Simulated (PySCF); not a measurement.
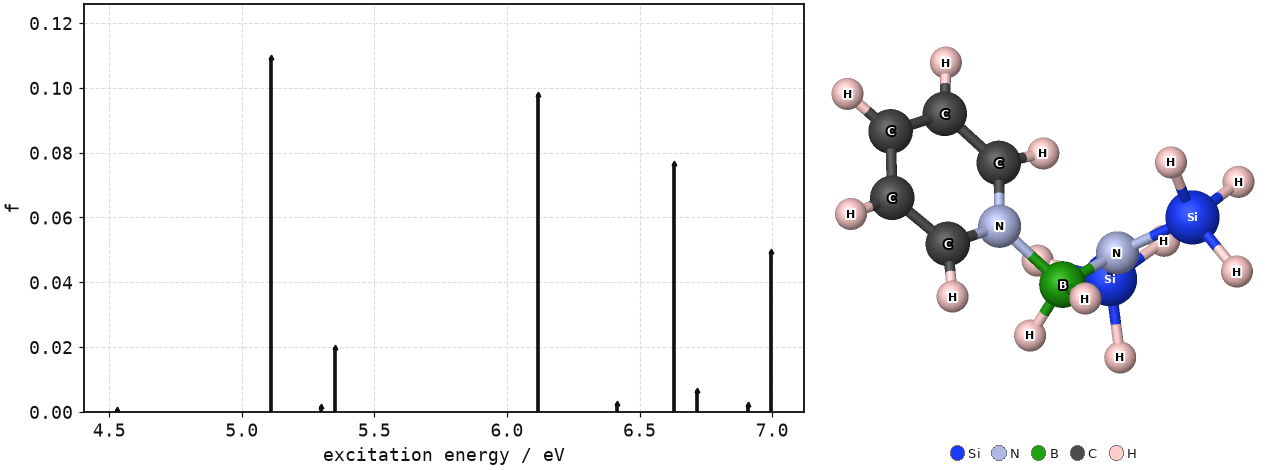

Computed absorption of C₅H₁₃BN₂Si₂, SMILES [SiH3]N([SiH3])[BH2-][n+]1ccccc1. Vertical TDDFT excitations, ωB97X-D/def2-SVPD, PySCF, at a PBE0-D3(BJ)/def2-SVP geometry (no frequency check), gas phase. Only the first 10 singlet excitations are included.

Question: Which of the computed transitions is the brightest, and what character does the calculation give it?

Answer: S2 at 5.11 eV (243 nm), f = 0.109, mainly HOMO−1 → LUMO (95 %).

Question: Does any vertical transition fall in the visible?

Answer: No singlet lies below 3.1 eV (beyond 400 nm), so at this level no vertical transition falls in the visible.

Question: List the transitions behind the spectrum.

Answer:
```
state  E (eV)  λ (nm)      f          main character
   S1    4.53     274  0.001      HOMO → LUMO (94 %)
   S2    5.11     243  0.109    HOMO−1 → LUMO (95 %)
   S3    5.30     234  0.002    HOMO → LUMO+1 (87 %)
   S4    5.35     232  0.020    HOMO−2 → LUMO (43 %)
   S5    6.12     203  0.098  HOMO−1 → LUMO+1 (58 %)
   S6    6.41     193  0.003    HOMO → LUMO+4 (29 %)
   S7    6.63     187  0.077  HOMO−2 → LUMO+1 (62 %)
   S8    6.72     185  0.007    HOMO−6 → LUMO (54 %)
   S9    6.91     179  0.003    HOMO−3 → LUMO (73 %)
  S10    7.00     177  0.050    HOMO → LUMO+3 (40 %)
```

Caveats: one conformer of a flexible molecule; core orbitals are frozen in the response.
